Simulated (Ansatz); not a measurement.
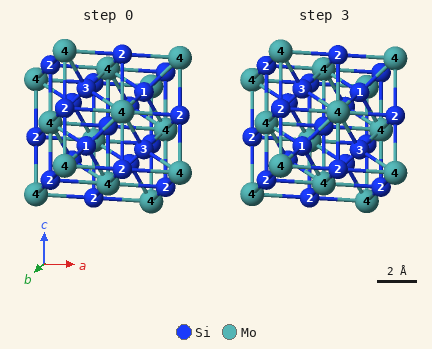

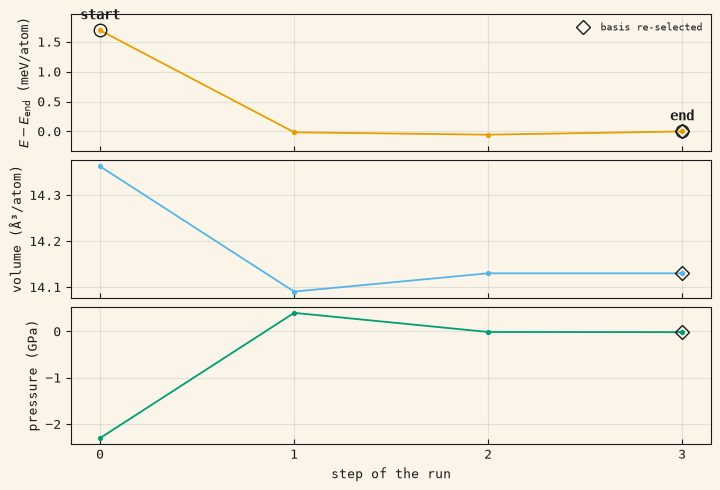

First and last geometry of a relaxation of crystalline Si3Mo (a generated structure, set up in Fm-3m) (coarse preliminary run), with the history of the run. The picture is a ball-and-stick view of the conventional cell (4 times the calculation's cell), seen from a free direction. Lengths and directions refer to the drawn axes.

Level of theory: DFT PBE, scalar-relativistic, plane waves, PAW in Ansatz. Set-up: plane-wave cutoff 420 eV; k-point mesh 6 × 6 × 6; occupations gaussian; smearing width 0.1 eV; no spin polarisation; cell and atoms relaxed; force threshold 0.04 eV/Å; at most 70 steps.

Question: Did the run converge, and what did it change?

Answer: It converged. The energy falls by 1.7 meV per atom in 2 accepted moves (3 points after the start). All forces vanish by symmetry, so only the cell relaxes. The pressure goes from −2.30 to −0.01 GPa. At 1 point the geometry stayed and the basis and grid were re-selected for the new cell (energy shift of 0.1 meV per atom at most each time). No atom moves by more than 0.005 Å relative to the cell. Cell: a = b = c 6.125 → 6.092 Å (−0.5 %). Volume −1.6 %. Among the contacts that change: Si2–Mo4 3.063 → 3.046 Å, Si1–Mo4 2.652 → 2.638 Å. The space group stays Fm-3m (No. 225).
